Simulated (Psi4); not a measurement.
# Cl2 (chlorine): MP2/aug-cc-pVTZ

Aim: the vertical electron affinity of Cl2 (chlorine) at MP2/aug-cc-pVTZ, from 2 runs. 

The calculation is run with Psi4 1.11.

3 further runs of the same task are left out: 1 that didn't finish, 2 set aside as unsound or not needed.

### Step 1. The molecule

Cl2 has 2 atoms, charge 0, and is taken as a singlet. SMILES: `ClCl`. The coordinates come from a PBE0-D4/def2-TZVP relaxation.

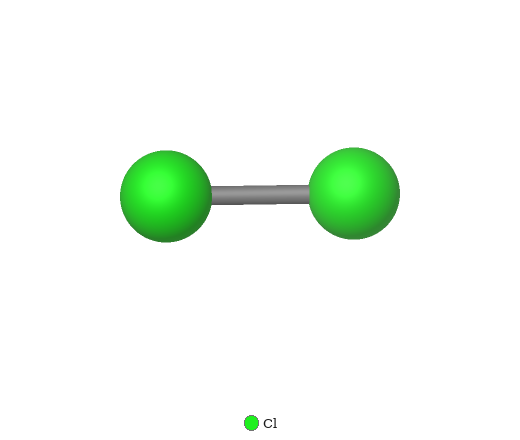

The structure, seen from a chosen angle (chlorine green).

### Step 2. A single-point energy at MP2/aug-cc-pVTZ

Contents of cl2.xyz:

```xyz
2
Cl2
Cl     0.845690    -0.281600     0.433600
Cl    -0.845690     0.281600    -0.433600
```

Contents of cl2.py:

```python
import psi4

psi4.set_memory('2200 MB')
psi4.set_num_threads(1)
psi4.set_output_file('run.log', False)

with open('cl2.xyz') as f:
    atoms = ''.join(f.readlines()[2:])
m = psi4.geometry('0 1\n' + atoms + 'symmetry c1')

psi4.set_options({
    'basis': 'aug-cc-pVTZ',
    'reference': 'rhf',
    'puream': True,
    'e_convergence': 1e-09,
    'd_convergence': 1e-08,
    'scf_type': 'pk',
    'num_frozen_docc': 10,
    'mp2_type': 'conv',
})

result, w = psi4.energy("mp2", molecule=m, return_wfn=True)
print(f'mp2 energy: {result:.10f} Eh')
```

Launch:

```
$ python cl2.py
```

run.log:

```text
[...]
  Running in c1 symmetry.
[...]
  Nuclear repulsion =   77.144132576525436
[...]
  Multiplicity = 1
[...]
  Nalpha       = 17
  Nbeta        = 17
[...]
    Number of basis functions: 100
[...]
   @RHF iter   1:  -918.98372377029875   -1.51309e-01   1.78138e-03 ADIIS/DIIS
[...]
   @RHF iter   8:  -919.00006075022930   -4.12683e-11   6.81966e-09 DIIS
[...]
    Orbital Energies [Eh]
    ---------------------
    Doubly Occupied:
       1A   -104.900527     2A   -104.900524     3A    -10.621425
       4A    -10.621258     5A     -8.088510     6A     -8.088255
       7A     -8.085317     8A     -8.085317     9A     -8.085310
      10A     -8.085310    11A     -1.221872    12A     -1.014692
      13A     -0.598823    14A     -0.571384    15A     -0.571384
      16A     -0.443634    17A     -0.443634
[...]
  @RHF Final Energy:  -919.00006075022930
   => Energetics <=
    Nuclear Repulsion Energy =             77.1441325765254362
    One-Electron Energy =               -1423.4340377145786078
    Two-Electron Energy =                 427.2898443878239050
    Total Energy =                       -919.0000607502292951
[...]
 Multipole Moments:
 ------------------------------------------------------------------------------------
     Multipole            Electronic (a.u.)      Nuclear  (a.u.)        Total (a.u.)
 ------------------------------------------------------------------------------------
 L = 1.  Multiply by 2.5417464519 to convert [e a0] to [Debye]
 Dipole X            :         -0.0000000            0.0000000           -0.0000000
 Dipole Y            :         -0.0000000            0.0000000           -0.0000000
 Dipole Z            :          0.0000000            0.0000000            0.0000000
 Magnitude           :                                                    0.0000000
[...]
	SCS-MP2 Total Energy (a.u.)        :  -919.38178641500554
	SOS-MP2 Total Energy (a.u.)        :  -919.35002876301087
	SCSN-MP2 Total Energy (a.u.)       :  -919.16774115276166
[...]
	SOS-PI-MP2 Total Energy (a.u.)     :  -919.40835676514121
[...]
	MP2 Total Energy (a.u.)            :  -919.38697371686487
[...]
```

On the terminal:

```text
mp2 energy: -919.3869737169 Eh
```

Wall time 39 s (1 thread of Intel Xeon at 2.50GHz (Skylake/Cascade Lake), shared host); peak memory 0.59 GiB.

### Step 3. The doublet anion

Contents of job.json:

```json
{
 "schema_name": "qcschema_input",
 "schema_version": 1,
 "molecule": {
  "schema_name": "qcschema_molecule",
  "schema_version": 2,
  "symbols": ["Cl", "Cl"],
  "geometry": [1.59812249, -0.53214688, 0.81938525, -1.59812249, 0.53214688, -0.81938525],
  "molecular_charge": -1,
  "molecular_multiplicity": 2,
  "fix_symmetry": "c1"
 },
 "driver": "energy",
 "model": {
  "method": "mp2",
  "basis": "aug-cc-pVTZ"
 },
 "keywords": {
  "reference": "uhf",
  "puream": true,
  "e_convergence": 1e-09,
  "d_convergence": 1e-08,
  "scf_type": "pk",
  "num_frozen_docc": 10,
  "mp2_type": "conv",
  "maxiter": 100
 }
}
```

Launch:

```
$ psi4 --qcschema job.json -n 1 --memory 2200MB
```

stdout:

```text
[...]
  Running in c1 symmetry.
[...]
  Nuclear repulsion =   77.144132400468280
[...]
  Multiplicity = 2
[...]
  Nalpha       = 18
  Nbeta        = 17
[...]
    Number of basis functions: 100
[...]
   @UHF iter   1:  -918.95765331968994   -1.25239e-01   2.59127e-03 DIIS/ADIIS
[...]
   @UHF iter  12:  -919.00134300867478   -2.72848e-12   3.33288e-09 DIIS
[...]
   @S^2 Observed:                7.647810290E-01
[...]
    Orbital Energies [Eh]
    ---------------------
    Alpha Occupied:
       1A   -104.593716     2A   -104.593716     3A    -10.321339
       4A    -10.321264     5A     -7.795246     6A     -7.795032
       7A     -7.783396     8A     -7.783396     9A     -7.783365
      10A     -7.783365    11A     -0.967171    12A     -0.772416
      13A     -0.387384    14A     -0.308276    15A     -0.308276
      16A     -0.180853    17A     -0.180853    18A     -0.039825
    Alpha Virtual:
      19A      0.219972    20A      0.258281    21A      0.264914
      22A      0.264914    23A      0.283701    24A      0.283701
      25A      0.321561    26A      0.418296    27A      0.508912
[...]
  @UHF Final Energy:  -919.00134300867478
   => Energetics <=
    Nuclear Repulsion Energy =             77.1441324004682798
    One-Electron Energy =               -1433.2965215138847270
    Two-Electron Energy =                 437.1510461047415106
    Total Energy =                       -919.0013430086748940
  UHF NO Occupations:
  HONO-2 :   16  A 1.9989318
  HONO-1 :   17  A 1.9954411
[...]
 Multipole Moments:
 ------------------------------------------------------------------------------------
     Multipole            Electronic (a.u.)      Nuclear  (a.u.)        Total (a.u.)
 ------------------------------------------------------------------------------------
 L = 1.  Multiply by 2.5417464519 to convert [e a0] to [Debye]
 Dipole X            :         -0.0000000            0.0000000           -0.0000000
 Dipole Y            :         -0.0000000            0.0000000           -0.0000000
 Dipole Z            :         -0.0000000            0.0000000           -0.0000000
 Magnitude           :                                                    0.0000000
[...]
	SCS-MP2 Total Energy (a.u.)        :  -919.40013979431592
	SOS-MP2 Total Energy (a.u.)        :  -919.36419484757448
	SCSN-MP2 Total Energy (a.u.)       :  -919.19113232746952
[...]
	SOS-PI-MP2 Total Energy (a.u.)     :  -919.42467015405782
[...]
	MP2 Total Energy (a.u.)            :  -919.41155438131557
[...]
```

The result, in JSON:

```text
{
 "driver": "energy",
 "model": {
  "method": "mp2",
  "basis": "aug-cc-pVTZ"
 },
 "success": true,
 "return_result": -919.4115543813156,
 "properties": {
  "calcinfo_nbasis": 100,
  "calcinfo_nmo": 100,
  "calcinfo_nalpha": 18,
  "calcinfo_nbeta": 17,
  "calcinfo_natom": 2,
  "nuclear_repulsion_energy": 77.14413240046828,
  "return_energy": -919.4115543813156,
  "scf_one_electron_energy": -1433.2965215138847,
  "scf_two_electron_energy": 437.1510461047415,
  "scf_dipole_moment": [-3.9168668308775523e-13, -3.594113114447143e-15, -2.6143220452211697e-15],
  "scf_total_energy": -919.0013430086748,
  "scf_iterations": 12,
  "mp2_same_spin_correlation_energy": -0.1078348402243138,
  "mp2_opposite_spin_correlation_energy": -0.3023765324164255,
  "mp2_singles_energy": 0.0,
  "mp2_doubles_energy": -0.41021137264073926,
  "mp2_correlation_energy": -0.4102113726407879,
  "mp2_total_energy": -919.4115543813156
 }
}
```

It took 45 s on 1 thread of Intel Xeon at 2.50GHz (Skylake/Cascade Lake), shared host; peak memory 0.59 GiB.

### Step 4. Results

At MP2/aug-cc-pVTZ, 10 core orbitals frozen:

```
                                                                 quantity          value
                                                singlet Cl2: total energy  -919.38697 Eh
                         singlet Cl2: HOMO energy (Hartree–Fock orbitals)      -12.07 eV
                         singlet Cl2: LUMO energy (Hartree–Fock orbitals)        0.71 eV
                       singlet Cl2: HOMO–LUMO gap (Hartree–Fock orbitals)       12.78 eV
                singlet Cl2: correlation energy (10 core orbitals frozen)     -386.9 mEh
                                              doublet anion: total energy  -919.41155 Eh
doublet anion: HOMO energy (Hartree–Fock orbitals) (highest over α and β)       -1.08 eV
 doublet anion: LUMO energy (Hartree–Fock orbitals) (lowest over α and β)        5.57 eV
              doublet anion: correlation energy (10 core orbitals frozen)     -410.2 mEh
                         doublet anion: ⟨S²⟩ of the reference determinant          0.765
                        vertical electron affinity (to the doublet anion)       0.669 eV
```

In words: At fixed nuclei the extra electron is bound by 0.67 eV (64.5 kJ/mol).
